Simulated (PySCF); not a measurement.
# TiN2: structure of the triplet

Where does triplet TiN2 go from a side-on start, is the end point a minimum, and what are its modes, charges and moments?

Computed with PySCF 2.14.0. Level: PBE0, basis Ti def2-TZVP, N def2-TZVP, no relativity, density fitting.

## (1) The system as given

3 atoms, charge 0, spin multiplicity 3.

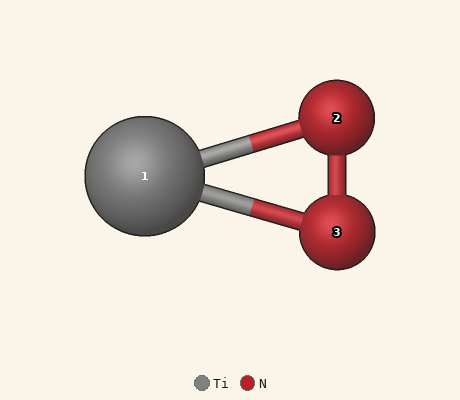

As it starts; titanium grey, nitrogen red; atoms are numbered from 1 in the order of the file.

```xyz
3
charge 0 multiplicity 3
Ti    0.0000    0.0000    0.0000
N     0.6000    0.0000    2.0244
N    -0.6000    0.0000    2.0244
```

## (2) The SCF at the typed geometry

The steps below are one call of a driver around PySCF. For each, scf.py gives the equivalent set-up of the SCF; relaxations use the driver's own optimiser. After this first run the driver tries any further starts and a stability analysis.

File scf.py:

```python
from pyscf import gto, scf, dft
mol = gto.M(atom='''
Ti     0.000000     0.000000     0.000000
N      0.600000     0.000000     2.024350
N     -0.600000     0.000000     2.024350''',
    basis={'Ti': 'def2-TZVP', 'N': 'def2-TZVP'},
    charge=0, spin=2)
mf = dft.UKS(mol, xc='PBE0')
mf.grids.atom_grid = (50, 194)
aux = {'Ti': 'def2-universal-JKFIT', 'N': 'def2-universal-JKFIT'}
mf = mf.density_fit(auxbasis=aux)
mf.conv_tol = 1e-08
mf.diis_space = 10
mf.max_cycle = 60
mf.init_guess = 'minao'
mf.verbose = 4
mf.kernel()
```

Started as:

```sh
$ OMP_NUM_THREADS=4 python axn.py task.json out
```

What it wrote:

```text
init E= -958.603815209602
[... the frontier-level lines of each cycle are left out ...]
cycle= 1 E= -958.491079542432  delta_E= 0.113  |g|= 0.362  |ddm|= 1.53
cycle= 2 E= -957.291144024362  delta_E=  1.2  |g|= 1.77  |ddm|= 1.22
cycle= 3 E= -958.493799658554  delta_E= -1.2  |g|= 0.43  |ddm|= 0.695
cycle= 4 E= -958.587725028344  delta_E= -0.0939  |g|= 0.0868  |ddm|= 0.264
cycle= 5 E= -958.592937807231  delta_E= -0.00521  |g|= 0.0273  |ddm|= 0.115
cycle= 6 E= -958.593721601546  delta_E= -0.000784  |g|= 0.0116  |ddm|= 0.0375
cycle= 7 E= -958.594622455171  delta_E= -0.000901  |g|= 0.00851  |ddm|= 0.0575
cycle= 8 E= -958.595319869585  delta_E= -0.000697  |g|= 0.00756  |ddm|= 0.0522
cycle= 9 E= -958.596357516964  delta_E= -0.00104  |g|= 0.00363  |ddm|= 0.113
cycle= 10 E= -958.596513350778  delta_E= -0.000156  |g|= 0.00199  |ddm|= 0.0664
cycle= 11 E= -958.59651377917  delta_E= -4.28e-07  |g|= 0.00113  |ddm|= 0.0268
cycle= 12 E= -958.596528715713  delta_E= -1.49e-05  |g|= 0.000361  |ddm|= 0.017
cycle= 13 E= -958.59652966916  delta_E= -9.53e-07  |g|= 7.2e-05  |ddm|= 0.00391
cycle= 14 E= -958.596529686436  delta_E= -1.73e-08  |g|= 1.36e-05  |ddm|= 0.0005
cycle= 15 E= -958.596529687823  delta_E= -1.39e-09  |g|= 8.99e-06  |ddm|= 0.000209
Extra cycle  E= -958.596529687891  delta_E= -6.87e-11  |g|= 1.35e-05  |ddm|= 2.57e-05
converged SCF energy = -958.596529687891  <S^2> = 2.2779877  2S+1 = 3.1799294
```

This step, with its further starts and checks, ran for 14 s (4 threads of Arm Neoverse V1, shared host).

Energies from each starting density:

| start | energy (Eh) |
| --- | --- |
| the minimal-basis guess | -958.596530 |
| a thermally smeared density | -958.596530 |
| a smeared PBE density | -958.596530 |

The first run landed in a state that is too high. Following the other starts and the instabilities gains 0.2 kJ/mol (-958.59661 Eh), and the work goes on from there.

## (3) Side-on start, triplet: relaxation

The program finds C2v symmetry in the start, which this walk keeps.

scf.py, as its differences from that of step 2:

```diff
@@ -3,3 +3,3 @@
-Ti     0.000000     0.000000     0.000000
-N      0.600000     0.000000     2.024350
-N     -0.600000     0.000000     2.024350''',
+Ti     0.000000     0.000000    -0.746428
+N      0.600000     0.000000     1.277922
+N     -0.600000     0.000000     1.277922''',
@@ -15 +14,0 @@
-mf.init_guess = 'minao'
```

The optimiser's trace:

| step | energy (Eh) | change (kJ/mol) | largest symmetric gradient (Eh/bohr) |
| --- | --- | --- | --- |
| 0 | -958.596614 | 0.00 | 0.03873 |
| 1 | -958.599262 | -6.95 | 0.02497 |
| 2 | -958.601973 | -14.07 | 0.02336 |
| 3 | -958.603881 | -19.08 | 0.01589 |
| 4 | -958.604238 | -20.02 | 0.00176 |
| 5 | -958.604246 | -20.04 | 0.00060 |
| 6 | -958.604247 | -20.04 | 0.00001 |

The walk took 13 s.

Geometry (Å) and forces (eV/Å) at some steps:

```
step 0
Ti   0.000   0.000  -0.746   0.091   0.000   1.697
N    0.600   0.000   1.278  -2.037   0.000  -1.001
N   -0.600   0.000   1.278   1.946   0.000  -0.696
step 1
Ti   0.000   0.000  -0.720   0.080   0.000   1.192
N    0.582   0.000   1.265   1.244   0.000  -0.732
N   -0.582   0.000   1.265  -1.324   0.000  -0.460
step 3
Ti   0.000   0.000  -0.640   0.000   0.000   0.265
N    0.593   0.000   1.225   0.817   0.000  -0.132
N   -0.593   0.000   1.225  -0.817   0.000  -0.132
step 6
Ti   0.000   0.000  -0.621   0.000   0.000  -0.001
N    0.601   0.000   1.215   0.000   0.000   0.000
N   -0.601   0.000   1.215   0.000   0.000   0.000
```

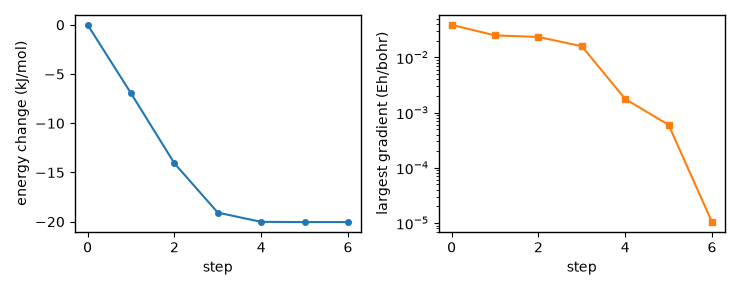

How energy and gradient fall.

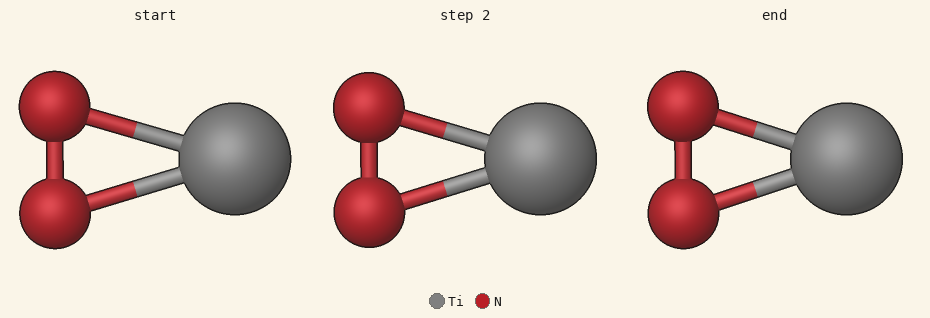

Start and end of the relaxation, with a step between.

It settles in C2v symmetry, 20.0 kJ/mol below the start, after 6 steps: N–N 1.202 Å, Ti–N 1.933 Å (×2); N–N–Ti 71.9° (×2), N–Ti–N 36.2°.

## (4) Frequencies

The point is checked on the finer grid, and tightened if its gradient asks for it. The Hessian and the dipole derivatives come from central differences of analytic gradients, with steps of 0.02 bohr.

scf.py, as its differences from that of step 3:

```diff
@@ -3,3 +3,3 @@
-Ti     0.000000     0.000000    -0.746428
-N      0.600000     0.000000     1.277922
-N     -0.600000     0.000000     1.277922''',
+Ti     0.000000     0.000000    -0.677275
+N      0.600750     0.000000     1.159530
+N     -0.600750     0.000000     1.159530''',
@@ -9 +9 @@
-mf.grids.atom_grid = (50, 194)
+mf.grids.atom_grid = (75, 302)
@@ -12 +12 @@
-mf.conv_tol = 1e-08
+mf.conv_tol = 1e-10
```

The driver hands on the density of the step before, so the log starts near convergence.

Log of the central SCF (cycles and frontier levels):

```text
init E= -958.604269456994
[... the frontier-level lines of each cycle are left out ...]
cycle= 1 E= -958.604269456889  delta_E= 1.05e-10  |g|= 1.62e-05  |ddm|= 1.38e-05
cycle= 2 E= -958.604269455783  delta_E= 1.11e-09  |g|= 5.25e-05  |ddm|= 4.56e-05
cycle= 3 E= -958.604269457005  delta_E= -1.22e-09  |g|= 3.38e-06  |ddm|= 3.56e-05
cycle= 4 E= -958.604269457006  delta_E= -9.09e-13  |g|= 2.85e-07  |ddm|= 1.82e-06
Extra cycle  E= -958.604269457012  delta_E= -5.91e-12  |g|= 4.13e-07  |ddm|= 8.74e-07
converged SCF energy = -958.604269457012  <S^2> = 2.0676413  2S+1 = 3.0447603
```

The whole step took 26 s.

Geometry: C2v; N–N 1.202 Å, Ti–N 1.933 Å (×2); N–N–Ti 71.9° (×2), N–Ti–N 36.2°.

Harmonic modes (main isotopes):

```csv
symmetry,ω (cm⁻¹),IR (km/mol)
a1,478,4.3
b2,573,28.5
a1,1705,297
```

Every mode is real; the point is a minimum.

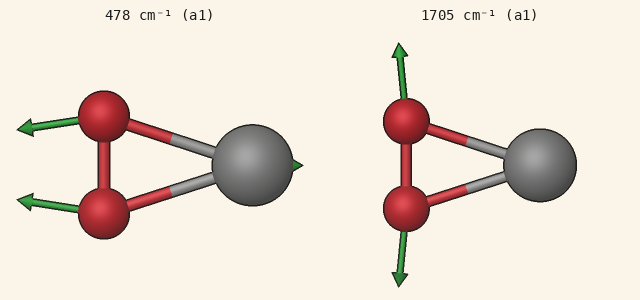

How the atoms move in 2 of the modes.

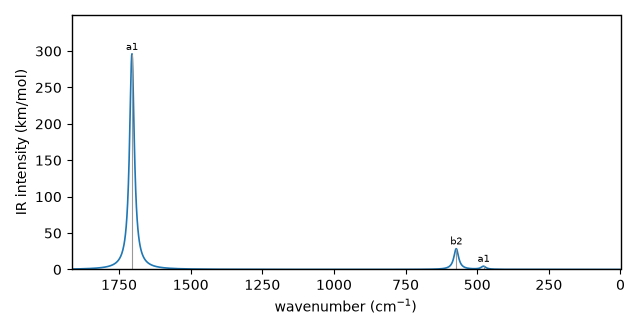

The harmonic infrared spectrum (widths in cm⁻¹). Lines are broadened to a width of 20 cm⁻¹ (Lorentzian).

Constants and moments:

```
Dipole moment                                                   : 4.33 D
Highest occupied level                                          : -4.88 eV
Lowest empty level                                              : -1.80 eV
Rotational constants                                            : 1.668, 0.2826, 0.2417 cm⁻¹
Zero-point energy                                               : 16.5 kJ/mol
Principal polarisabilities                                      : 56.3, 76.2, 105.4 bohr³
Atomisation energy without zero-point energy                    : 980 kJ/mol
Principal traceless quadrupole moments about the centre of mass : -0.82, 0.11, 0.71 D Å
Entropy at 298.15 K and 1 bar (electronic part: spin only)      : 264.1 J/(mol K)
Heat capacity Cp at 298.15 K                                    : 43.4 J/(mol K)
Enthalpy at 298.15 K above 0 K                                  : 11.01 kJ/mol
Rotational symmetry number                                      : 2
Spin squared ⟨S²⟩                                               : 2.068
```

Charges (e) and bond orders:

```csv
atom,Mulliken,Löwdin,polar tensor,spin (Mulliken),Mayer order to Ti1
Ti1,0.49,0.25,0.40,2.17,–
"N2,3",-0.25,-0.12,-0.20,-0.08,1.01
```

Mulliken populations on Ti1: s 6.69, p 12.19, d 2.61, f 0.01.

## (5) Outcome

| quantity | value |
| --- | --- |
| minimum | triplet, C2v |
| geometry | N–N 1.202 Å, Ti–N 1.933 Å (×2); N–N–Ti 71.9° (×2), N–Ti–N 36.2° |
| wavenumbers (cm⁻¹) | 478 (a1), 573 (b2), 1705 (a1) |
| dipole moment | 4.33 D |
| highest occupied, lowest empty level (either spin) | -4.88, -1.80 eV |
| polar-tensor charge of Ti1 | +0.40 e |
| zero-point energy | 16.5 kJ/mol |
| entropy at 298.15 K | 264.1 J/(mol K) |
| atomisation energy (no zero-point energy) | 980 kJ/mol |
| ⟨S²⟩ | 2.068 |

What this shows: The side-on start keeps its C2v symmetry and ends in a minimum. In the infrared the band at 1705 cm⁻¹ (a1) leads. Most of the spin sits on Ti1 (Mulliken spin 2.17, against 2 for the whole molecule). Only this shape and spin were tried, so other structures or states may lie lower. Open d and f shells are described by one determinant, and the ground state may have another occupation or spin.

The search up to here took 53 s.
